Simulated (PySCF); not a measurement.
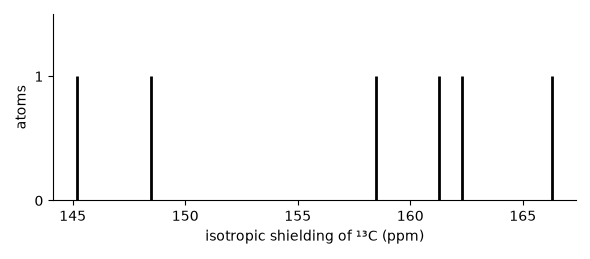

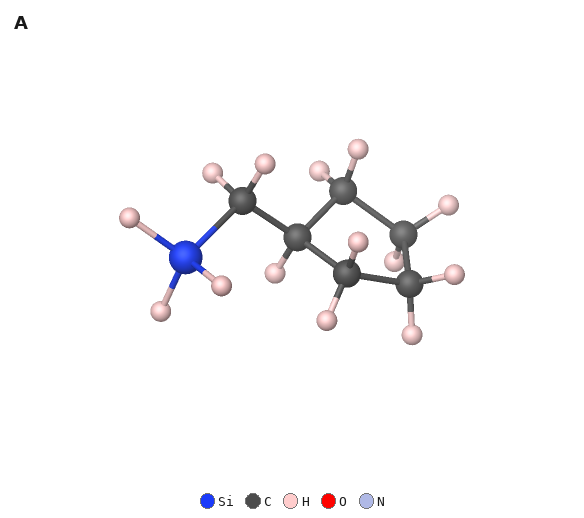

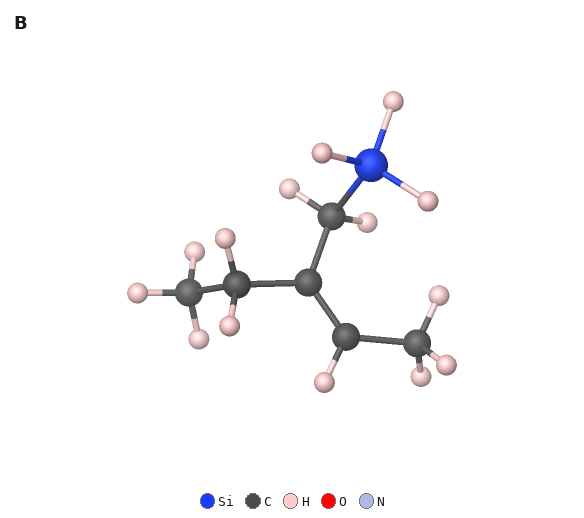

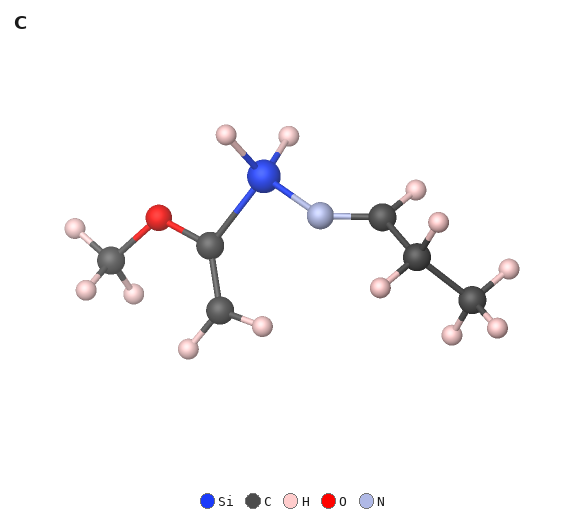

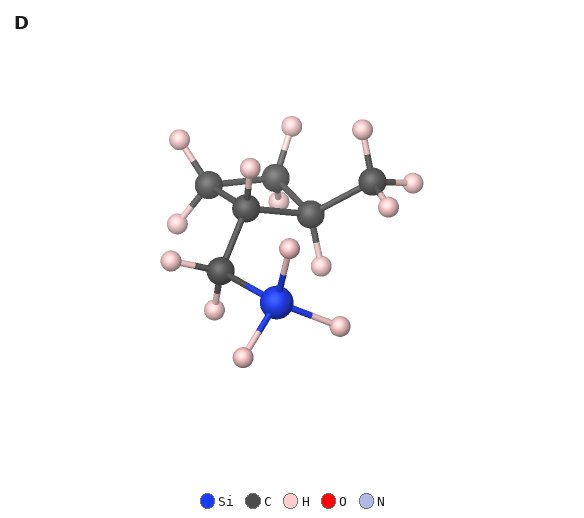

The sticks are computed shieldings of one of the molecules, for one fixed geometry (GFN2-xTB) without averaging over rotations. Low shielding means a high chemical shift. Method: GIAO PBE0/pcSseg-1 NMR shielding, non-relativistic, gas phase (PySCF 2.14.0).

Match the spectrum to a structure.

Answer. D, `C[C@@H]1CC[C@H]1C[SiH3]`. Its 6 C atoms give lines at 145.2, 148.5, 158.5, 161.3, 162.3, 166.3 ppm.

The geometry is semi-empirical. Around Si such bond lengths and angles can be off by a tenth of an ångström or more and by several degrees, and values that hang on the shape move with them.
